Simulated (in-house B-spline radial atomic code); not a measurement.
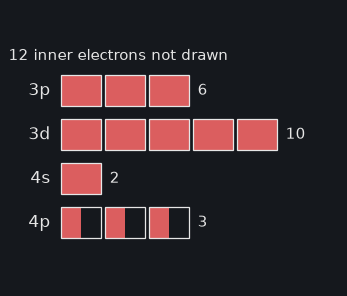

Fig. 1: The outer shells as the input fills them: a box for each of the 2l + 1 orbitals, shaded by the share of the shell that is filled, with the electron count at the right.

# Run report: Pd¹³⁺, RPA and GW calculation

System: Pd¹³⁺, configuration [Ar] 3d10 4s2 4p3.
Method: RPA, second-order and SOSEX correlation energies and G0W0 (contour deformation) on a non-relativistic mean field, all electrons, B-spline basis (in-house B-spline radial atomic code).

Input:
```
Z = 46
electrons = 33.0
configuration = [Ar] 3d10 4s2 4p3
hamiltonian = nr
method = hf
lmax = 9
spin_polarised = True
box_radius = 5.53
intervals = 49
```

Hardware: 1 CPU thread, shared host.

The run was one of a batch that the task file lists, launched with:
```bash
python <driver script> task.json out
```

The program writes its results to a structured record and prints no log; tables and figures of this report are taken from that record.

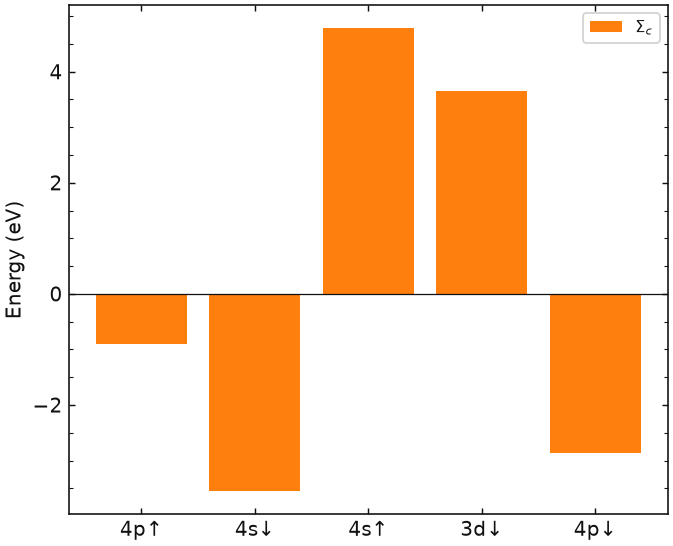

Fig. 2: The G₀W₀ correction to each level (on Hartree–Fock the correlation self-energy alone) for Pd¹³⁺ ([Ar] 3d¹⁰ 4s² 4p³). All-electron spherical atom, non-relativistic, Hartree-Fock start, no spin-orbit coupling, Breit or QED terms; computed with a B-spline radial code. The quasi-particle equation is solved at full frequency; levels of low quasi-particle weight Z are left out. Σ columns are in eV, and Σc holds an estimate for the angular momenta beyond the basis. G₀W₀ moves the highest occupied level, 4p↑, from −314.1 to −315.0 eV (renormalisation factor Z = 0.98). The empty level 4p↓ goes from −281.5 to −284.4 eV.

| Level | Mean field (eV) | Σc (eV) | Z | G₀W₀ (eV) |
| --- | --- | --- | --- | --- |
| 4p↑ | −314.1 | −0.9 | 0.98 | −315.0 |
| 4s↓ | −336.1 | −3.6 | 0.98 | −339.7 |
| 4s↑ | −355.2 | 4.8 | 0.87 | −350.4 |
| 3d↓ | −652.4 | 3.7 | 0.98 | −648.7 |
| 4p↓ | −281.5 | −2.9 | 0.98 | −284.4 |

Results in brief:

- outcome: converged
- mean-field total energy: −4880.80285 hartree
- total energy with exact exchange alone: −4880.80285 hartree
- exact exchange energy: −129.77954 hartree
- RPA correlation, extrapolated in the angular momentum of the empty orbitals: −2.38592 hartree
- RPA correlation, as summed: −2.35362 hartree
- direct second-order term: −2.58615 hartree
- second-order exchange term: 0.75720 hartree
- SOSEX term: 0.72201 hartree
- wall time: 3.5 s

Notes:

Relativity is left out, which matters for an atom this heavy. Limits: relativity is absent.
